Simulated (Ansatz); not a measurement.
## Nudged elastic band, with input and output: CH₇AlBNO₂ (part 2 of 2)

The same run, continued: CH₇AlBNO₂; RHF/def2-SVP (Ansatz 0.2.0). The run did not end well. It belongs to a series of runs on one base structure; here: band between the two ends.

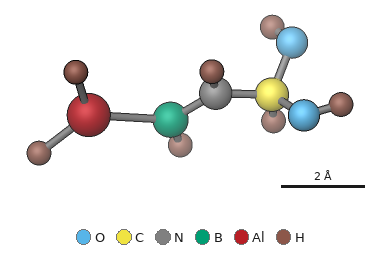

The input geometry (ball-and-stick view, seen at a tilt). Sticks mark near contacts.

The last band as extended XYZ, continued
```
13
Properties=species:S:1:pos:R:3:forces:R:3 image=3 energy=-13942.07947
O     1.1171   -2.1438   -0.9884    0.0667  -0.3544  -0.1170
C     0.0483   -1.4287   -1.2742   -0.1055  -0.0331   0.6323
O    -1.0874   -1.8465    1.5029    0.0131  -0.0767   0.2732
N     0.3114   -0.1909   -0.7664    0.0669   0.1159   0.1197
B    -0.5670    0.8640   -0.3413    0.0658  -0.0704  -0.0583
Al    0.1522    2.9019    0.0458   -0.0202  -0.0828   0.0436
H     1.0278   -3.0569   -1.2365   -0.2319   0.4159  -0.2277
H    -1.1440   -0.9212    1.6890   -0.0503  -0.1546  -0.0025
H    -0.1829   -2.0782    1.6537   -0.0427   0.0394  -0.0098
H     1.2681   -0.1215   -0.4632    0.2300   0.3554  -0.1867
H    -1.7292    0.6093   -0.1589   -0.0096  -0.0643  -0.4618
H     1.6890    3.2723    0.2269   -0.0046  -0.0515   0.0098
H    -0.8830    4.1055    0.1255    0.0221  -0.0388  -0.0147
13
Properties=species:S:1:pos:R:3:forces:R:3 image=4 energy=-13941.42634
O     0.9050   -2.2550   -0.5822    0.3082  -0.0312  -0.8414
C    -0.2041   -1.6422   -0.9672    0.3149   0.6498  -0.4370
O    -0.7596   -1.2838    1.4104    0.1466   0.3330   0.7509
N     0.1489   -0.2902   -0.9819    0.0355   0.0739  -0.0768
B    -0.5934    0.8688   -0.5734    0.0060  -0.1415   0.2252
Al    0.0680    2.9020    0.0561   -0.0065  -0.2654   0.1702
H     0.9129   -3.1755   -0.8065   -0.4935   0.0163   0.2414
H     0.0007   -0.7970    1.1190   -0.2954  -0.2883   0.5272
H    -0.4257   -2.1345    1.6322    0.0232  -0.2241   0.1746
H     1.1390   -0.2031   -1.1192    0.2019   0.2720   0.1590
H    -1.6991    0.6600   -0.1687   -0.2599  -0.0709  -0.4087
H     1.5361    3.2939    0.5515    0.0080  -0.1347  -0.2036
H    -1.0082    4.0215    0.4449    0.0110  -0.1888  -0.2810
13
Properties=species:S:1:pos:R:3:forces:R:3 image=5 energy=-13940.91682
O     0.6972   -2.5926   -0.2810   -0.2379  -0.7341   0.5603
C    -0.5706   -2.2492   -0.2970   -0.3922  -0.9619   1.1584
O    -0.8939   -1.9290    0.9646   -0.2227  -0.8849  -0.8795
N     0.2577   -0.0133   -0.4806    0.6542   0.7770   0.7383
B    -0.6413    1.0655   -0.4216   -0.0080   0.3069   0.4870
Al    0.0695    3.0830   -0.1618   -0.1279   0.0976   0.1339
H     0.9399   -2.9919   -1.0966    0.0384   0.0415  -0.4673
H     0.1637   -0.5512    0.3802    0.5825   0.8016  -1.5153
H    -0.2276   -2.1748    1.6025    0.1435   0.0044  -0.1591
H     1.1859    0.0144   -0.8898   -0.5627   0.1664   0.6109
H    -1.6783    0.7611    0.1531    0.2104   0.2494  -0.2206
H     1.6178    3.3133    0.1888   -0.0680  -0.0036  -0.2561
H    -0.8995    4.2298    0.3543   -0.0096   0.1397  -0.1909
13
Properties=species:S:1:pos:R:3:forces:R:3 image=6 energy=-13941.45887
O     0.5738   -2.7060   -0.2234    0.0148  -0.2888   0.0391
C    -0.6941   -2.4576    0.0156   -0.0045  -0.1654   0.0853
O    -0.7715   -1.9723    1.2122   -0.1121  -0.2395   0.0035
N     0.4809    0.2018   -0.5126    0.2699   0.3082   0.0698
B    -0.6195    1.0901   -0.3183    0.0011   0.0691   0.2205
Al    0.0048    3.0945    0.1685   -0.0137   0.0403   0.4445
H     0.6758   -3.0922   -1.0814   -0.0662  -0.0436   0.0028
H     0.9045   -0.1501    0.3189    0.9226   0.6271   0.0063
H     0.0850   -1.9484    1.6326   -0.0067   0.0010   0.1250
H     0.4911   -0.5101   -1.1939   -0.6491  -0.6917  -0.2906
H    -1.7218    0.7230   -0.5941   -0.3076   0.1286  -0.7087
H     1.5741    3.3599    0.2393   -0.0253   0.0932   0.0256
H    -0.9625    4.3326    0.3514   -0.0233   0.1616  -0.0231
13
Properties=species:S:1:pos:R:3:forces:R:3 image=7 energy=-13942.61187
O     0.3500   -2.7596   -0.3022    0.0012  -0.0870  -0.0315
C    -0.6154   -2.9086    0.5805   -0.0406  -0.2000   0.0674
O    -0.5149   -1.9649    1.4508   -0.0597  -0.1559   0.0393
N     0.4260    0.1566   -0.5717   -0.0019   0.0292  -0.0518
B    -0.5718    1.1205   -0.4276    0.0289   0.0649  -0.1336
Al   -0.0295    3.0734    0.2966    0.0054   0.0920  -0.0863
H     0.2919   -3.4434   -0.9522   -0.0348  -0.1208   0.0287
H     1.3557    0.2340   -0.2170    0.1792   0.2213  -0.1700
H     0.1810   -1.3492    1.2365   -0.0054   0.1139  -0.0014
H     0.2908   -0.6754   -1.1061   -0.0035  -0.1021   0.1306
H    -1.6399    0.8193   -0.8983   -0.0534   0.0461  -0.0130
H     1.5288    3.3805    0.4326    0.0125   0.0419   0.1244
H    -1.0322    4.2818    0.4928   -0.0279   0.0564   0.0973
13
Properties=species:S:1:pos:R:3:forces:R:3 image=8 energy=-13942.82163
O    -0.1193   -2.9993   -0.2401    0.0022   0.0017  -0.0105
C    -0.2863   -3.0699    1.0624    0.0003   0.0170   0.0217
O    -0.1334   -1.8887    1.5555    0.0002  -0.0192  -0.0217
N     0.5512    0.2536   -0.8069   -0.0087   0.0121   0.0042
B    -0.4471    1.2238   -0.6422   -0.0164  -0.0139  -0.0164
Al   -0.0340    3.1210    0.3327   -0.0022   0.0044   0.0158
H    -0.2350   -3.8618   -0.6113    0.0011   0.0050   0.0035
H     1.5112    0.4022   -0.5673    0.0046   0.0032   0.0010
H     0.0538   -1.2230    0.8916   -0.0028  -0.0048   0.0071
H     0.4015   -0.5992   -1.3112   -0.0058  -0.0110  -0.0047
H    -1.5385    0.9187   -1.0623    0.0271   0.0075   0.0112
H     1.4547    3.4909    0.7664   -0.0065  -0.0005  -0.0048
H    -1.1582    4.1968    0.6476    0.0069  -0.0015  -0.0062
```

The run was set up as follows.

Input file
```yaml
crystal:
  periodic: [false, false, false]
  atoms:
    - { symbol: O, position_ang: [0.579454, -2.279292, -0.675969] }
    - { symbol: C, position_ang: [-0.173563, -1.487201, 0.173702] }
    - { symbol: O, position_ang: [0.039165, -1.958515, 1.442735] }
    - { symbol: "N", position_ang: [0.21873, -0.114894, 0.119956] }
    - { symbol: B, position_ang: [-0.581131, 0.978366, -0.222888] }
    - { symbol: Al, position_ang: [0.186979, 3.00638, -0.16143] }
    - { symbol: H, position_ang: [0.433358, -2.022965, -1.573613] }
    - { symbol: H, position_ang: [-1.230441, -1.539024, -0.099014] }
    - { symbol: H, position_ang: [0.092695, -2.902404, 1.412979] }
    - { symbol: H, position_ang: [1.168032, 0.005471, 0.420989] }
    - { symbol: H, position_ang: [-1.713776, 0.713379, -0.551847] }
    - { symbol: H, position_ang: [1.747361, 3.279424, 0.007433] }
    - { symbol: H, position_ang: [-0.746362, 4.286376, -0.278134] }
basis:
  gaussian: { orbitals: def2-SVP }
hamiltonian:
  xc: hf
neb:
  order_check: false
  images: 7
  f_tol: 0.05
  max_iterations: 33
  optimiser: fire
  climbing: true
  final_atoms:
    - { symbol: O, position_ang: [-0.1192878, -2.99931093, -0.2400908] }
    - { symbol: C, position_ang: [-0.28634066, -3.06986456, 1.06239506] }
    - { symbol: O, position_ang: [-0.13344435, -1.888654, 1.55549667] }
    - { symbol: "N", position_ang: [0.55122054, 0.25359476, -0.80691712] }
    - { symbol: B, position_ang: [-0.4471479, 1.22377136, -0.64215283] }
    - { symbol: Al, position_ang: [-0.03400153, 3.1209915, 0.33273495] }
    - { symbol: H, position_ang: [-0.23498291, -3.86179902, -0.61132056] }
    - { symbol: H, position_ang: [1.51117827, 0.40221528, -0.56734209] }
    - { symbol: H, position_ang: [0.05380208, -1.22303426, 0.8915909] }
    - { symbol: H, position_ang: [0.40154205, -0.59917091, -1.31118892] }
    - { symbol: H, position_ang: [-1.53848803, 0.9186986, -1.06225186] }
    - { symbol: H, position_ang: [1.45465859, 3.49087635, 0.76635424] }
    - { symbol: H, position_ang: [-1.15820734, 4.19678682, 0.64759135] }
  initial_path:
    images:
      - { positions_ang: [[0.579454, -2.279292, -0.675969], [-0.173563, -1.487201, 0.173702], [0.039165, -1.958515, 1.442735], [0.21873, -0.114894, 0.119956], [-0.581131, 0.978366, -0.222888], [0.186979, 3.00638, -0.16143], [0.433358, -2.022965, -1.573613], [-1.230441, -1.539024, -0.099014], [0.092695, -2.902404, 1.412979], [1.168032, 0.005471, 0.420989], [-1.713776, 0.713379, -0.551847], [1.747361, 3.279424, 0.007433], [-0.746362, 4.286376, -0.278134]] }
      - { positions_ang: [[0.63305953, -2.36943901, -0.62240207], [-0.18366287, -1.51305566, 0.06138722], [-0.20884859, -1.93500073, 1.30348524], [0.29716653, -0.15363857, 0.04938299], [-0.57408304, 0.94820964, -0.19993955], [0.16524778, 2.96161979, -0.09937915], [0.59276393, -2.14638143, -1.53381552], [-1.03714888, -1.31774222, 0.08125901], [0.00398589, -2.64357525, 1.48134356], [1.1304277, -0.02909058, 0.06143622], [-1.71907213, 0.6989855, -0.44650227], [1.73105837, 3.24113792, 0.05045531], [-0.81039322, 4.22307163, -0.17181199]] }
      - { positions_ang: [[0.68666506, -2.45958602, -0.56883514], [-0.19376274, -1.53891032, -0.05092756], [-0.45686218, -1.91148647, 1.16423548], [0.37560305, -0.19238315, -0.02119003], [-0.56703507, 0.91805327, -0.1769911], [0.14351656, 2.91685958, -0.03732831], [0.75216986, -2.26979787, -1.49401803], [-0.84385676, -1.09646044, 0.26153203], [-0.08472321, -2.3847465, 1.54970812], [1.09282339, -0.06365217, -0.29811656], [-1.72436826, 0.68459199, -0.34115753], [1.71475575, 3.20285184, 0.09347762], [-0.87442445, 4.15976725, -0.06548997]] }
      - { positions_ang: [[0.74027059, -2.54973303, -0.51526822], [-0.20386261, -1.56476498, -0.16324234], [-0.70487577, -1.8879722, 1.02498572], [0.45403958, -0.23112772, -0.09176304], [-0.55998711, 0.88789691, -0.15404266], [0.12178533, 2.87209937, 0.02472254], [0.9115758, -2.3932143, -1.45422055], [-0.65056464, -0.87517867, 0.44180504], [-0.17343232, -2.12591775, 1.61807268], [1.05521909, -0.09821375, -0.65766935], [-1.72966439, 0.67019849, -0.2358128], [1.69845312, 3.16456576, 0.13649993], [-0.93845567, 4.09646288, 0.04083204]] }
      - { positions_ang: [[0.79387612, -2.63988004, -0.46170129], [-0.21396247, -1.59061964, -0.27555713], [-0.95288935, -1.86445793, 0.88573596], [0.53247611, -0.2698723, -0.16233606], [-0.55293915, 0.85774054, -0.13109421], [0.10005411, 2.82733916, 0.08677339], [1.07098173, -2.51663073, -1.41442306], [-0.45727252, -0.65389689, 0.62207805], [-0.26214143, -1.86708901, 1.68643724], [1.01761479, -0.13277534, -1.01722213], [-1.73496053, 0.65580499, -0.13046807], [1.68215049, 3.12627968, 0.17952224], [-1.0024869, 4.0331585, 0.14715405]] }
      - { positions_ang: [[0.56558514, -2.72973776, -0.40629866], [-0.23205702, -1.96043087, 0.05893092], [-0.7480281, -1.87050695, 1.05317613], [0.53716222, -0.13900553, -0.32348132], [-0.52649134, 0.94924825, -0.25885886], [0.0665402, 2.90075224, 0.14826378], [0.74449057, -2.8529228, -1.21364744], [0.03484018, -0.38986885, 0.32472302], [-0.18315555, -1.70607532, 1.48772566], [0.8635966, -0.24937423, -1.09071383], [-1.6858424, 0.72152839, -0.36341401], [1.62527752, 3.21742885, 0.32623024], [-1.04141701, 4.07406558, 0.27226338]] }
      - { positions_ang: [[0.33729416, -2.81959548, -0.35089604], [-0.25015157, -2.3302421, 0.39341896], [-0.54316685, -1.87655597, 1.22061631], [0.54184832, -0.00813877, -0.48462659], [-0.50004352, 1.04075595, -0.38662352], [0.03302629, 2.97416533, 0.20975417], [0.41799941, -3.18921488, -1.01287181], [0.52695288, -0.1258408, 0.02736798], [-0.10416967, -1.54506163, 1.28901407], [0.70957842, -0.36597312, -1.16420553], [-1.63672428, 0.78725179, -0.59635996], [1.56840454, 3.30857802, 0.47293824], [-1.08034712, 4.11497266, 0.3973727]] }
      - { positions_ang: [[0.10900318, -2.90945321, -0.29549342], [-0.26824611, -2.70005333, 0.72790701], [-0.3383056, -1.88260498, 1.38805649], [0.54653443, 0.122728, -0.64577185], [-0.47359571, 1.13226366, -0.51438817], [-0.00048762, 3.04757842, 0.27124456], [0.09150825, -3.52550695, -0.81209618], [1.01906557, 0.13818724, -0.26998705], [-0.02518379, -1.38404795, 1.09030249], [0.55556023, -0.48257202, -1.23769722], [-1.58760615, 0.85297519, -0.82930591], [1.51153157, 3.39972718, 0.61964624], [-1.11927723, 4.15587974, 0.52248202]] }
      - { positions_ang: [[-0.1192878, -2.99931093, -0.2400908], [-0.28634066, -3.06986456, 1.06239506], [-0.13344435, -1.888654, 1.55549667], [0.55122054, 0.25359476, -0.80691712], [-0.4471479, 1.22377136, -0.64215283], [-0.03400153, 3.1209915, 0.33273495], [-0.23498291, -3.86179902, -0.61132056], [1.51117827, 0.40221528, -0.56734209], [0.05380208, -1.22303426, 0.8915909], [0.40154205, -0.59917091, -1.31118892], [-1.53848803, 0.9186986, -1.06225186], [1.45465859, 3.49087635, 0.76635424], [-1.15820734, 4.19678682, 0.64759135]] }
```

Launch command:
```bash
ansatz run input.yaml --threads 2 --pin off --max-ram 3072MiB --backend cpu --events-out ev --progress --plain --runs-dir out
```

What the run reported

- outcome: not converged
- barrier, forward (band not converged): 4.420 eV
- barrier, backward: 2.946 eV
- hardware: 2 threads of AMD EPYC (Zen 3), 24 GiB of memory available, shared host
- wall time: 12 min (CPU time 22 min)
- peak memory: 0.36 GiB

What went wrong

The run did not converge: “NEB band did not converge after 33 iterations: max|band force component| = 1.21e0 eV/Å (threshold 5.0e-2); raise `neb.max_iterations` in a new run, which can start from the last band evaluated (`neb.initial_path`, with `crystal.atoms` and `neb.final_atoms` set to its first and last images), add images, or start from endpoints closer to local minima …” Its last values are not results.
